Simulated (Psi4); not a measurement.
# wB97X-V/6-31G(d) (spherical functions) run of SiNH4ClO (SMILES N[SiH](O)Cl)

Aim: the vertical singlet–triplet gap of SiNH4ClO at wB97X-V/6-31G* (spherical functions), from 2 runs. 

Program for the calculation: Psi4 1.11.

2 further runs of the same task are left out: 2 set aside as unsound or not needed.

### 1 The structure to begin with

SiNH4ClO: 8 atoms, total charge 0, spin state singlet. SMILES: `N[SiH](O)Cl`. The shape is that of a PBE0-D4/def2-TZVP optimisation. This is one conformer, not always the lowest.

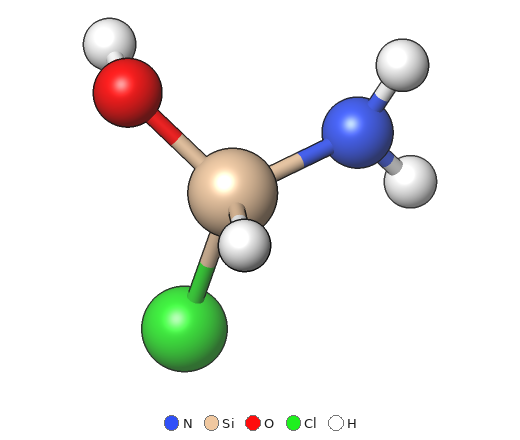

The structure, seen from a chosen angle (nitrogen blue, silicon light orange, oxygen red, chlorine green, hydrogen white).

### 2 A single-point energy at wB97X-V/6-31G(d) (spherical functions)

File clh4nosi_ase.py:

```python
import numpy as np
from ase.calculators.psi4 import Psi4
from ase import Atoms

mol = Atoms(['N', 'Si', 'O', 'Cl', 'H', 'H', 'H', 'H'], positions=[
    [-0.749800, 0.885600, -0.289000],
    [0.524400, -0.226200, -0.115300],
    [0.551300, -0.861300, 1.386900],
    [0.173100, -1.641600, -1.566900],
    [-1.217200, 0.998000, -1.172700],
    [-0.806900, 1.712400, 0.283000],
    [1.896700, 0.277200, -0.308600],
    [-0.279500, -1.201200, 1.726700],
])
calc = Psi4(atoms=mol, method='wb97x-v', basis='6-31G*', memory='2200MB', num_threads=1, charge=0, multiplicity=1, label='clh4nosi')
calc.psi4.set_options({'puream': True, 'e_convergence': 1e-09, 'd_convergence': 1e-08, 'scf_type': 'pk', 'dft_radial_points': 99, 'dft_spherical_points': 590})
mol.calc = calc

print(f'energy: {mol.get_potential_energy():.6f} eV')
```

On the command line:

```console
$ python clh4nosi_ase.py
```

clh4nosi.dat:

```text
[...]
  Running in c1 symmetry.
[...]
  Nuclear repulsion =  228.759091773363366
[...]
  Multiplicity = 1
[...]
  Nalpha       = 25
  Nbeta        = 25
[...]
    Number of basis functions: 72
[...]
   @RKS iter   1:  -881.77013974848830   -3.33029e-01   1.01400e-02 ADIIS/DIIS
[...]
   @RKS iter  12:  -881.99322245496569   -1.36424e-12   2.95121e-09 DIIS
[...]
    Orbital Energies [Eh]
    ---------------------
    Doubly Occupied:
       1A   -101.494679     2A    -66.195940     3A    -19.238906
       4A    -14.412268     5A     -9.540544     6A     -7.293583
       7A     -7.287728     8A     -7.287484     9A     -5.440080
      10A     -3.792447    11A     -3.790077    12A     -3.788018
      13A     -1.145210    14A     -0.996217    15A     -0.943875
      16A     -0.689156    17A     -0.622571    18A     -0.601488
      19A     -0.527199    20A     -0.512155    21A     -0.464607
      22A     -0.446354    23A     -0.420773    24A     -0.417561
      25A     -0.378305
[...]
  @RKS Final Energy:  -881.99322245496569
   => Energetics <=
    Nuclear Repulsion Energy =            228.7590917733633660
    One-Electron Energy =               -1672.8801477602389696
    Two-Electron Energy =                 610.9036206607114536
    DFT Exchange-Correlation Energy =     -48.9796766395003402
    Empirical Dispersion Energy =           0.0000000000000000
    VV10 Nonlocal Energy =                  0.2038895106986756
    Total Energy =                       -881.9932224549656894
[...]
 Multipole Moments:
 ------------------------------------------------------------------------------------
     Multipole            Electronic (a.u.)      Nuclear  (a.u.)        Total (a.u.)
 ------------------------------------------------------------------------------------
 L = 1.  Multiply by 2.5417464519 to convert [e a0] to [Debye]
 Dipole X            :          0.3736253           -1.0728176           -0.6991923
 Dipole Y            :         -4.1445653            5.0317101            0.8871449
 Dipole Z            :         -2.7573624            3.0944870            0.3371246
 Magnitude           :                                                    1.1787913
[...]
```

On the terminal:

```text
energy: -24000.258047 eV
```

It took 2.8 min on 1 thread of AMD EPYC 7R43 (Zen 3), shared host; peak memory 1.1 GiB.

### 3 The triplet, same level

File clh4nosi.in:

```
memory 2200 mb

molecule system {
  0 3
  N     -1.41691665     1.67354146    -0.54613085
  Si     0.99097238    -0.42745605    -0.21788542
  O      1.04180601    -1.62762111     2.62086116
  Cl     0.32711159    -3.10217441    -2.96101186
  H     -2.30017464     1.88594667    -2.21608183
  H     -1.52482001     3.23596702     0.53479249
  H      3.58424354     0.52383208    -0.58316948
  H     -0.52817845    -2.26993902     3.26299010
  units bohr
  symmetry c1
}

set {
  reference            uks
  puream               true
  e_convergence        1e-09
  d_convergence        1e-08
  scf_type             pk
  dft_radial_points    99
  dft_spherical_points 590
  maxiter              100
}

energy("wb97x-v/6-31G*")
```

On the command line:

```console
$ psi4 -n 1 clh4nosi.in clh4nosi.out
```

clh4nosi.out:

```text
[...]
  Running in c1 symmetry.
[...]
  Nuclear repulsion =  228.759091881909143
[...]
  Multiplicity = 3
[...]
  Nalpha       = 26
  Nbeta        = 24
[...]
    Number of basis functions: 72
[...]
   @UKS iter   1:  -881.37401035896244    6.31000e-02   1.09289e-02 ADIIS/DIIS
[...]
   @UKS iter  27:  -881.71318484111305   -4.54747e-12   6.80004e-09 DIIS
[...]
   @S^2 Observed:                2.003423338E+00
[...]
    Orbital Energies [Eh]
    ---------------------
    Alpha Occupied:
       1A   -101.507817     2A    -66.219235     3A    -19.249412
       4A    -14.537728     5A     -9.553507     6A     -7.306799
       7A     -7.300744     8A     -7.300295     9A     -5.466559
      10A     -3.817979    11A     -3.817093    12A     -3.814223
      13A     -1.159896    14A     -1.114728    15A     -0.961508
      16A     -0.728145    17A     -0.709803    18A     -0.657052
      19A     -0.580417    20A     -0.551030    21A     -0.503835
      22A     -0.487216    23A     -0.462557    24A     -0.434217
      25A     -0.431166    26A     -0.106632
    Alpha Virtual:
[...]
  @UKS Final Energy:  -881.71318484111305
   => Energetics <=
    Nuclear Repulsion Energy =            228.7590918819091428
    One-Electron Energy =               -1671.0892189490959936
    Two-Electron Energy =                 609.3413770041493080
    DFT Exchange-Correlation Energy =     -48.9275020598634072
    Empirical Dispersion Energy =           0.0000000000000000
    VV10 Nonlocal Energy =                  0.2030672817879228
    Total Energy =                       -881.7131848411130477
[...]
 Multipole Moments:
 ------------------------------------------------------------------------------------
     Multipole            Electronic (a.u.)      Nuclear  (a.u.)        Total (a.u.)
 ------------------------------------------------------------------------------------
 L = 1.  Multiply by 2.5417464519 to convert [e a0] to [Debye]
 Dipole X            :          0.4241191           -1.0728176           -0.6486985
 Dipole Y            :         -4.7129409            5.0317101            0.3187693
 Dipole Z            :         -2.9059956            3.0944870            0.1884914
 Magnitude           :                                                    0.7469622
[...]
```

It took 6 min on 1 thread of AMD EPYC 7R43 (Zen 3), shared host; peak memory 1.1 GiB.

### 4 Outcome

At wB97X-V/6-31G* (spherical functions):

| quantity | value |
| --- | --- |
| singlet: total energy | -881.99322 Eh |
| singlet: dipole moment | 3.00 D |
| singlet: HOMO energy | -10.29 eV |
| singlet: LUMO energy | 3.62 eV |
| singlet: HOMO–LUMO gap | 13.92 eV |
| triplet: total energy | -881.71318 Eh |
| triplet: dipole moment | 1.90 D |
| triplet: HOMO energy (highest over α and β) | -2.90 eV |
| triplet: ⟨S²⟩ | 2.003 |
| vertical energy of the triplet above the singlet | 7.620 eV |

At this shape the triplet lies 7.62 eV (735 kJ/mol) above the singlet.
